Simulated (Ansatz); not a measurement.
Cost and result by functional for the adsorption energy of CH3 on the 1x1 (110) surface of bcc Ta, one in a 2x2 cell, started at the site 'hollow Ta-Ta-Ta', in Ansatz (plane waves, PAW). Single points on the PBE structure, on one kind of machine; costs are rough ratios of the slab run's core time (references not counted) to the cheapest single point. r2SCAN's cost holds its higher cutoff (500 against 420 eV). Differences are taken against r2SCAN for comparison alone: no measured value is at hand, so the table doesn't rank accuracy.

Model: 20-atom slab, 6.8 Å thick at the start under the adsorbate (thin: gaps and levels are the slab's own), 5x5x1 mesh, Fermi-Dirac 0.1 eV, dipole correction, 8 atoms held, the rest relaxed; no symmetry held; no spin, no spin-orbit, no U, no dispersion correction. At the end it is bonded to 3 Ta. In PBE it is, or lies within 0.03 eV of, the lowest of the starts that converged. These notes are the PBE run's. Adsorption energies are against CH4(g) − ½ H2(g). A negative adsorption energy means that the adsorbate is more stable on the surface than in its reference.

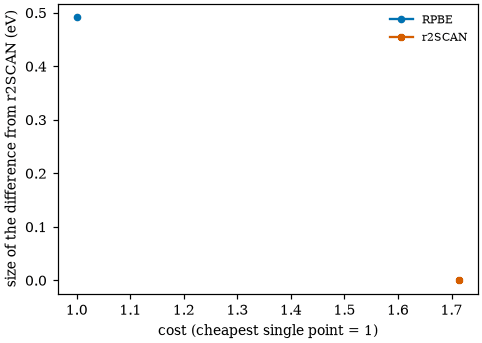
Figure. Difference from r2SCAN against cost

| functional | relative cost | adsorption energy (eV) | less r2SCAN (eV) |
|---|---|---|---|
| RPBE | 1 | 0.19 | 0.49 |
| r2SCAN | 2 | -0.31 | 0.00 |
| PBE (the relaxed run's value) | – | -0.07 | 0.23 |

The values span 0.49 eV, while the single points' costs differ by a factor of roughly 2. Differences are of unrounded values.

Ansatz is a first-principles code.
